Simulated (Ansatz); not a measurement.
**TlBiSe3 (model cell, started as cubic perovskite with Bi in the octahedra): the cell at rest**

Aim: bring TlBiSe3 (model cell, started as cubic perovskite with Bi in the octahedra) to small forces and stress, as phonons need.

Main program and level: Ansatz 0.2.0; DFT PBEsol, scalar-relativistic, plane waves, PAW; PAW set soft_1.

The structure was built from a prototype and need not be the compound's stable phase.

### 1. Starting point

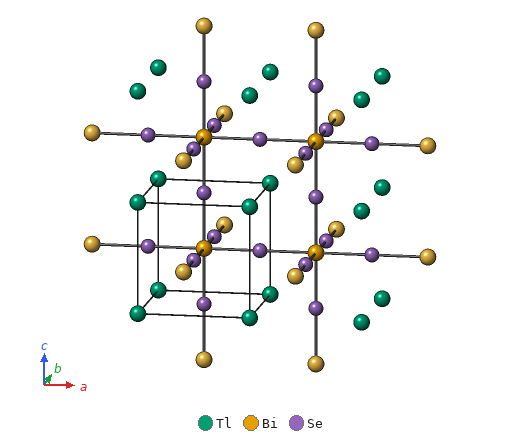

The cell as given, slightly off an axis (thallium teal, bismuth orange, selenium purple). 2×1×2 cells are drawn. Some periodic images of atoms are drawn too.

As a file:

```cif
data_structure
_symmetry_space_group_name_H-M 'Pm-3m'
_symmetry_Int_Tables_number 221
_cell_length_a 5.3704
_cell_length_b 5.3704
_cell_length_c 5.3704
_cell_angle_alpha 90.000
_cell_angle_beta 90.000
_cell_angle_gamma 90.000
_cell_volume 154.89
loop_
_atom_site_label
_atom_site_type_symbol
_atom_site_symmetry_multiplicity
_atom_site_Wyckoff_symbol
_atom_site_fract_x
_atom_site_fract_y
_atom_site_fract_z
_atom_site_occupancy
Tl1 Tl 1 a 0.00000 0.00000 0.00000 1
Bi1 Bi 1 b 0.50000 0.50000 0.50000 1
Se1 Se 3 c 0.50000 0.50000 0.00000 1
```

### 2. A coarse first look

First a cheap look: the gap decides the mesh and the occupations, the pressure tells how far the cell has to move.

input.yaml

```yaml
crystal:
  lattice:
    - [5.3704, 0.0, 0.0]
    - [0.0, 5.3704, 0.0]
    - [0.0, 0.0, 5.3704]
  atoms:
    - { symbol: Tl, position: [0.0, 0.0, 0.0] }
    - { symbol: Bi, position: [0.5, 0.5, 0.5] }
    - { symbol: Se, position: [0.5, 0.5, 0.0] }
    - { symbol: Se, position: [0.5, 0.0, 0.5] }
    - { symbol: Se, position: [0.0, 0.5, 0.5] }
kpoints:
  mp_grid: { grid: [4, 4, 4] }
hamiltonian:
  xc: pbesol
  pseudopotentials: { kind: paw, azcp: { folder: soft_1 }, xc_functional: pbe }
scf:
  occupations: { method: gaussian, width: 0.1 }
output:
  forces: true
  stress: true
  eigenvalues: true
```

Run with:

```console
$ ansatz run input.yaml --threads 4 --pin off --max-ram 16384MiB --backend cpu --events-out ev --progress --plain --runs-dir out
```

Numbers of over 12 decimals in the logs are rounded to 6 here.

The program printed:

```text
Engine: ansatz 0.2.0, aarch64-unknown-linux-gnu
Pseudopotentials: kind: paw
Pseudopotential: Tl, paw, valence charge 13, recommended cutoff 420 eV (normal), soft_1/Tl.paw.azcp
Pseudopotential: Bi, paw, valence charge 15, recommended cutoff 420 eV (normal), soft_1/Bi.paw.azcp
Pseudopotential: Se, paw, valence charge 16, recommended cutoff 420 eV (normal), soft_1/Se.paw.azcp
Functional definition: PBEsol
[...]
k-point 0: bands = [... 34 lower, 5.6058, 5.6058, 5.7992, 5.7992, 5.7992, 11.3886, 11.3886, 11.3886, ... 4 higher]
  k-point 1: bands = [... 34 lower, 5.3679, 5.6524, 5.7931, 5.7931, 6.1172, 9.8168, 10.8654, 10.8654, ... 4 higher]
  k-point 2: bands = [... 34 lower, 5.2128, 5.5186, 5.8619, 5.8619, 6.3777, 9.0865, 9.1343, 10.5565, ... 4 higher]
  k-point 9: bands = [... 34 lower, 5.4996, 6.9009, 6.9009, 6.9009, 7.4412, 7.4412, 7.4412, 8.3423, ... 4 higher]
[key lines of the parts left out:]
SCF converged after 8 iterations
Free energy (F): -39813.744599 eV
Fermi energy:    6.360118 eV
P = ⅓ Tr σ = 1.3306 GPa (13.306 kbar)
```

Run time: 1.4 s. Hardware: 4 threads of Arm Neoverse V2, shared host; peak memory 0.5 GiB.

This step gave:

| Item | Value |
| --- | --- |
| pressure | 1.331 GPa |
| volume per atom | 30.98 Å³ |
| gap on the k-mesh | 0 eV |

The coarse mesh shows no gap and a pressure of 1.3 GPa.

### 3. Relaxation

Harmonic phonons are second derivatives at a point where the forces vanish, and they are wanted at zero stress, so atoms and cell are relaxed first.

input.yaml: that of step 2 with these lines changed.

```diff
@@ -12,3 +12,3 @@
 kpoints:
-  mp_grid: { grid: [4, 4, 4] }
+  mp_grid: { grid: [8, 8, 8] }
 hamiltonian:
@@ -22 +22,10 @@
   eigenvalues: true
+  write_density: true
+  write_potential: true
+  elf: true
+  volumetric_format: npy
+relax:
+  adjacent_minimum: "off"
+  f_tol: 0.005
+  max_steps: 80
+  cell: { stress_tol: 0.05 }
```

The program printed:

```text
[...]
Crystal: 5 atoms, lattice volume = 154.889 Å³
Basis set: ecut = 420 eV, 2969 PW (Γ), exchange–correlation on 72×72×72 points (8 copies of the dense FFT grid, shifted against one another)
Bands: 46, of which v1, the nominal top of the filled ones, is band 38 counted from 1 (37 counted from 0)
Symmetry: 48 space group operations
[...]
k-points: 35 of 512
[...]
SCF iter   1: F=—  HF=-39814.877558 eV  |F-HF|=—  |Δ(HF+E_count)|=         —  Δρ=3.00e-2  dr2=2.63e0  ethr=3.10e-3  ⟨swp⟩=6.9  Hψ=6422  notcnv=0  defer=2
[...]
SCF iter   8: F=-39813.812703 eV  HF=-39813.812703 eV  |F-HF|=1.19e-8  |Δ(HF+E_count)|=   6.64e-8  Δρ=4.45e-6  dr2=2.53e-8  ethr=1.32e-10  ⟨swp⟩=15.9  Hψ=12352  notcnv=0
SCF 1 converged in 8 iterations: F = -39813.812703 eV  dr2 = 2.53e-8
  Residual-converged pass: ⟨swp⟩=1.0  Hψ=1750  notcnv=0  max |occ|·‖R‖ = 7.0e-9 eV (tolerance 1.0e-8 eV)  dr2=2.53e-8  dr2_onsite=2.82e-9  max |Δocc| = 1.9e-10
[...]
relax step   1: F+E_penalty+E_count = -39813.81270299 eV  Δ(F+E_penalty+E_count) = +0.000e0 eV  max|allowed force component| = 4.173e-29 eV/Å  Δτ_max = 0.0000 Å  P = +1.848 GPa  Ω = 154.889 Å³  (8 SCF iters, dr2 threshold 1.00e-7 eV, accepted)
Crystal: 5 atoms, lattice volume = 161.985 Å³
Basis set: ecut = 420 eV, 3119 PW (Γ), exchange–correlation on 72×72×72 points (8 copies of the dense FFT grid, shifted against one another)
[...]
iter 1 solved again at ethr=8.14e-6 eV; its pass at ethr=3.10e-3 eV (dr2=6.19e-3 eV) is discarded
[...]
SCF iter   5: F=-39813.853676 eV  HF=-39813.853676 eV  |F-HF|=5.09e-8  |Δ(HF+E_count)|=   2.39e-6  Δρ=9.75e-6  dr2=1.66e-7  ethr=6.58e-10  ⟨swp⟩=9.8  Hψ=13495  notcnv=0
SCF 2 converged in 5 iterations: F = -39813.853676 eV  dr2 = 1.66e-7
[...]
relax step   2: F+E_penalty+E_count = -39813.85367642 eV  Δ(F+E_penalty+E_count) = -4.097e-2 eV  max|allowed force component| = 1.994e-29 eV/Å  Δτ_max = 0.0000 Å  P = +0.102 GPa  Ω = 161.985 Å³  energy of the carried Pulay correction = -4.717e-4 eV  (5 SCF iters, dr2 threshold 5.00e-7 eV, accepted)
Crystal: 5 atoms, lattice volume = 162.418 Å³
Basis set: ecut = 420 eV, 3191 PW (Γ), exchange–correlation on 72×72×72 points (8 copies of the dense FFT grid, shifted against one another)
[...]
SCF iter   4: F=-39813.853798 eV  HF=-39813.853798 eV  |F-HF|=2.41e-8  |Δ(HF+E_count)|=   2.02e-7  Δρ=3.73e-6  dr2=2.46e-8  ethr=3.39e-11  ⟨swp⟩=8.5  Hψ=12433  notcnv=0
SCF 3 converged in 4 iterations: F = -39813.853798 eV  dr2 = 2.46e-8
[...]
relax step   3: F+E_penalty+E_count = -39813.85379780 eV  Δ(F+E_penalty+E_count) = -1.214e-4 eV  max|allowed force component| = 1.041e-29 eV/Å  Δτ_max = 0.0000 Å  P = +0.009 GPa  Ω = 162.418 Å³  energy of the carried Pulay correction = -4.997e-4 eV  (4 SCF iters, dr2 threshold 2.58e-8 eV, accepted)
Basis set: ecut = 420 eV, 3191 PW (Γ), exchange–correlation on 80×80×80 points (8 copies of the dense FFT grid, shifted against one another)
[...]
SCF iter   7: F=-39813.854257 eV  HF=-39813.854257 eV  |F-HF|=7.28e-12  |Δ(HF+E_count)|=  3.13e-10  Δρ=1.32e-7  dr2=2.55e-11  ethr=1.00e-12  ⟨swp⟩=5.2  Hψ=8930  notcnv=0
the search or the solves at the SCF's close seem to have found levels that the self-consistency loop had missed (the run counts 1). By its estimate they hold under 1e-12 electrons; where the run keeps them, the occupations were computed again with them
SCF 4 converged in 7 iterations: F = -39813.854257 eV  dr2 = 2.55e-11
relax step   4: F+E_penalty+E_count = -39813.85425742 eV  Δ(F+E_penalty+E_count) = -4.596e-4 eV  max|allowed force component| = 8.230e-30 eV/Å  Δτ_max = 0.0000 Å  P = +0.008 GPa  Ω = 162.418 Å³  stress off target by 7.84e-3 GPa  SCF on the basis re-selected at this cell (its energy is not comparable with the rows above)  (7 SCF iters)
basis re-selected at this cell: Δ(F+E_penalty+E_count) = -4.596e-4 eV, ΔP = -0.002 GPa vs the last step (what re-selecting the basis moved, of the pressure what is left beyond the Pulay correction that the steps carried, after the strain that the cell walked since its last selection, with what the two solves' SCF thresholds leave and, on support functions, any second-order correction that the steps lacked; it is no measure of the basis error at this ecutwfc). The dense FFT grid was sized anew with the basis: this SCF ran on 40×40×40 points, the steps before it on 36×36×36, so part of this shift can come from that change (see relax.cell in the input reference). [rest of the remark cut]
SCF converged after 7 iterations
Free energy (F): -39813.854257 eV
[...]
Internal energy: -39813.818188 eV  (E = F + TS)
E sigma→0 (E₀):  -39813.836222 eV
Entropy (-TS):   -0.036070 eV (-7.214 meV/atom)
Fermi energy:    5.801558 eV
[...]
--- Stress (GPa, compression-positive) ---
        0.007838       0.000000      -0.000000
        0.000000       0.007838      -0.000000
       -0.000000      -0.000000       0.007838
  P = ⅓ Tr σ = 0.0078 GPa (0.078 kbar)
--- Band table (eV; the first three rows and the last of 35) ---
  k-point 0: bands = [... 34 lower, 5.0980, 5.0980, 5.2642, 5.2642, 5.2642, 10.6258, 10.6258, 10.6258, ... 4 higher]
  k-point 1: bands = [... 34 lower, 5.0514, 5.2235, 5.2241, 5.2424, 5.2424, 10.0551, 10.4432, 10.4432, ... 4 higher]
  k-point 2: bands = [... 34 lower, 4.8739, 5.1298, 5.2615, 5.2615, 5.5374, 9.1574, 10.1590, 10.1590, ... 4 higher]
  k-point 34: bands = [... 34 lower, 5.0082, 6.2727, 6.2727, 6.2727, 6.9235, 6.9235, 6.9235, 7.5638, ... 4 higher]
--- Relaxed structure (3 steps of the walk, 3 accepted, 1 SCFs on fresh bases) ---
  F+E_penalty+E_count = -39813.85425742 eV   max|allowed force component| = 8.230e-30 eV/Å   (the final SCF, on the basis selected at the relaxed cell)
  cell:  # Å, volume = 162.4182 Å³
    - [5.456048, 0, 0]
    - [0, 5.456048, 0.0]
    - [0, 0.0, 5.456048]
  atoms:
    - { symbol: Tl, position: [0, 0, 0] }
    - { symbol: Bi, position: [0.5, 0.5, 0.5] }
    - { symbol: Se, position: [0.5, 0.5, 0] }
    - { symbol: Se, position: [0.5, 0, 0.5] }
    - { symbol: Se, position: [0, 0.5, 0.5] }
```

The job ended after 16 s (4 threads; peak memory 0.64 GiB; 64 s of CPU time).

Relaxation path:

```csv
step,energy less that of the first step (eV),largest force component (eV/Å),pressure (GPa),volume (Å³)
1,0.0000,0.0000,1.85,154.89
2,-0.0410,0.0000,0.10,161.99
3,-0.0411,0.0000,0.01,162.42
4*,-0.0416,0.0000,0.01,162.42
```

Relaxation steps marked * repeat the geometry before them on a plane-wave basis chosen anew for their cell, so energy and pressure can jump there.

The run keeps the 48 symmetry operations that it works with, so distortions that break them were not tested.

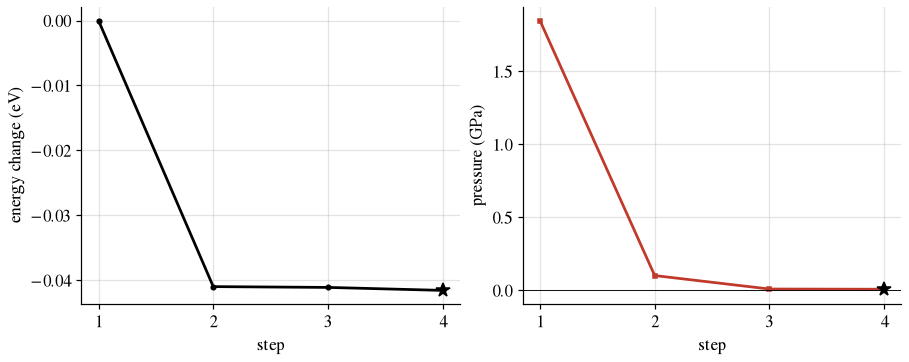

Energy and pressure along the relaxation. Stars mark steps on a basis chosen anew.

```
conventional cell, symmetrised  before  after  change
                         a (Å)   5.370  5.456  +1.6 %
                         b (Å)   5.370  5.456  +1.6 %
                         c (Å)   5.370  5.456  +1.6 %
              volume (Å³/atom)   30.98  32.48  +4.9 %
```

Numbers from this step:

```
pressure        : 0.007838 GPa
volume per atom : 32.48 Å³
```

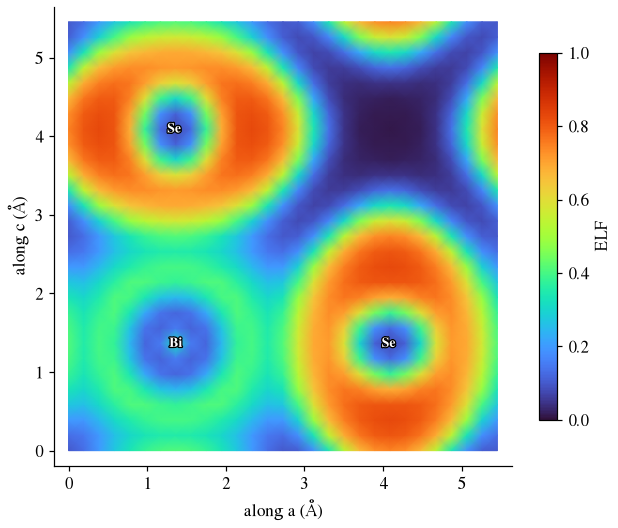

ELF in the ac plane at fractional y = 0.500, with atoms of Bi and Se within 0.2 Å of it. It is the smooth field of the valence electrons, not physical close to the nuclei. The map starts off the cell's origin, so that atoms lie inside it.

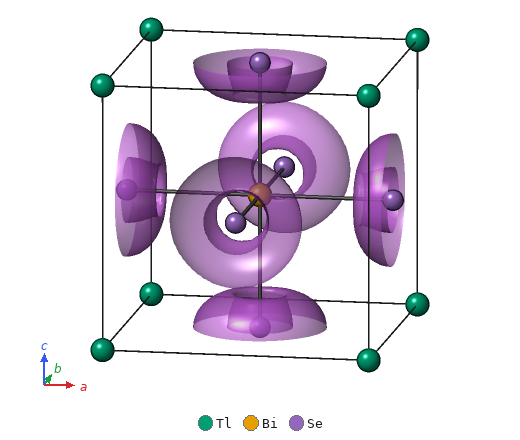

Surface of ELF = 0.75.

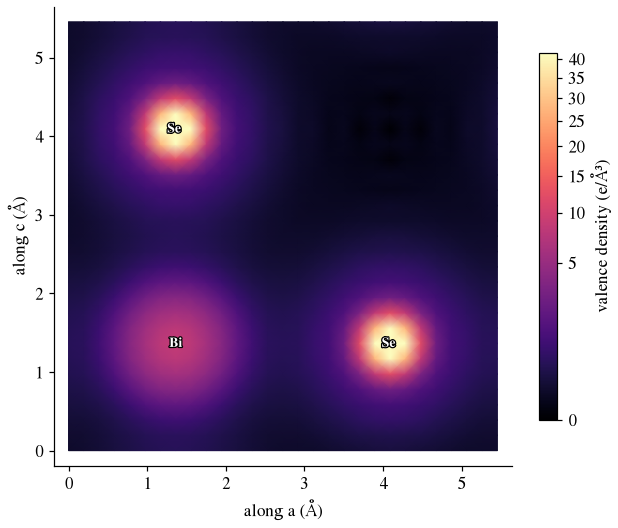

Valence density in the ac plane at fractional y = 0.500, with atoms of Bi and Se within 0.2 Å of it. It is the smooth field of the valence electrons, not physical close to the nuclei. The map starts off the cell's origin, so that atoms lie inside it. The colour scale is stretched toward low values.

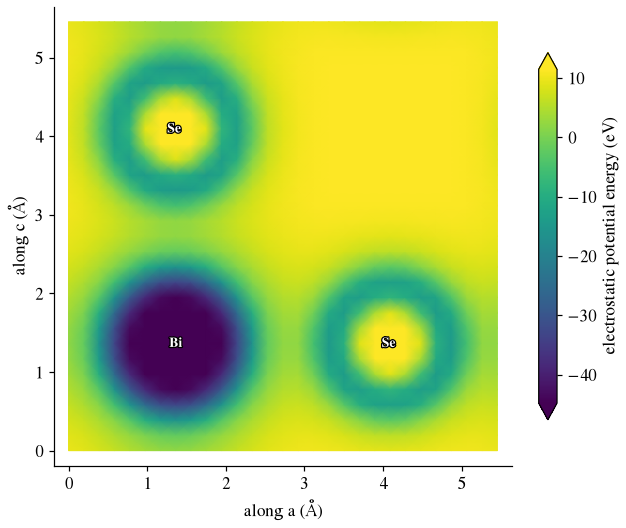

Electrostatic potential energy in the ac plane at fractional y = 0.500, with atoms of Bi and Se within 0.2 Å of it. With pseudopotentials it is smooth inside the atoms' cores, unlike the true potential. The map starts off the cell's origin, so that atoms lie inside it.

In this step the volume went from 30.98 to 32.48 Å³/atom.

### 4. Tight relaxation

Phonons need a cell at rest on their own settings, so the relaxation is repeated with tight tolerances on forces and stress, using the mesh and the filling of the phonon run that follows.

input.yaml

```yaml
crystal:
  lattice:
    - [5.4560481392, 0.0, 0.0]
    - [0.0, 5.4560481392, 0.0]
    - [0.0, 0.0, 5.4560481392]
  atoms:
    - { symbol: Tl, position: [0.0, 0.0, 0.0] }
    - { symbol: Bi, position: [0.5, 0.5, 0.5] }
    - { symbol: Se, position: [0.5, 0.5, 0.0] }
    - { symbol: Se, position: [0.5, 0.0, 0.5] }
    - { symbol: Se, position: [0.0, 0.5, 0.5] }
kpoints:
  mp_grid: { grid: [8, 8, 8] }
hamiltonian:
  xc: pbesol
  pseudopotentials: { kind: paw, azcp: { folder: soft_1 }, xc_functional: pbe }
scf:
  occupations: { method: methfessel_paxton, width: 0.2 }
output:
  forces: true
  stress: true
  eigenvalues: true
relax:
  adjacent_minimum: "off"
  f_tol: 0.001
  max_steps: 60
  cell: { stress_tol: 0.01 }
```

The program printed:

```text
[...]
Crystal: 5 atoms, lattice volume = 162.418 Å³
Basis set: ecut = 420 eV, 3191 PW (Γ), exchange–correlation on 80×80×80 points (8 copies of the dense FFT grid, shifted against one another)
Bands: 46, of which v1, the nominal top of the filled ones, is band 38 counted from 1 (37 counted from 0)
[... 1 set-up line as in the run before ...]
[...]
k-points: 35 of 512
[...]
--- Relaxed structure (1 steps of the walk, 1 accepted, 1 SCFs on fresh bases) ---
[...]
cell:  # Å, volume = 162.4182 Å³
    - [5.4560481392, 0.0, 0.0]
    - [0.0, 5.4560481392, 0.0]
    - [0.0, 0.0, 5.4560481392]
  atoms:
    - { symbol: Tl, position: [0.0, 0.0, 0.0] }
    - { symbol: Bi, position: [0.5, 0.5, 0.5] }
    - { symbol: Se, position: [0.5, 0.5, 0.0] }
    - { symbol: Se, position: [0.5, 0.0, 0.5] }
    - { symbol: Se, position: [0.0, 0.5, 0.5] }
[key lines of the parts left out:]
SCF converged after 6 iterations
Free energy (F): -39813.842073 eV
Fermi energy:    5.802281 eV
P = ⅓ Tr σ = 0.0087 GPa (0.087 kbar)
```

The job ended after 8.4 s (4 threads; peak memory 0.63 GiB; 32 s of CPU time).

Little changed from the start: no atom moved by 0.005 Å and no cell edge by 0.1 %.

Numbers from this step:

```yaml
pressure: 0.008749 GPa
```

The forces vanish by symmetry and the pressure is 0.009 GPa, within the tolerances set. The cell now holds 32.48 Å³/atom.

### 5. Results

```yaml
space_group_after_relaxation_within_0p01_a: Pm-3m
lattice_constant_a: 5.456 Å
lattice_constant_b: 5.456 Å
lattice_constant_c: 5.456 Å
volume_per_atom: 32.5 Å³
```

In words: The forces vanish by symmetry and the pressure is 0.009 GPa, within the tolerances set. The cell now holds 32.48 Å³/atom. The relaxation keeps the symmetry of its start, so it says nothing on stability against lower symmetry. Spin-orbit coupling is left out, which can matter for the heavy elements here. The PAW files were made for PBE and serve the other functionals too. The starting cell was built on a prototype and not taken from a measurement, so the phase need not exist.

[Logs are printed without paths, hosts, clocks, repeated set-up lines and the standing remarks that a program may print on its own settings, such as how far it seeks lower states.]

[Hosts, paths, dates, database ids (printed as entryN), source tags and the programs' standing remarks are cut or masked in the printed files.]
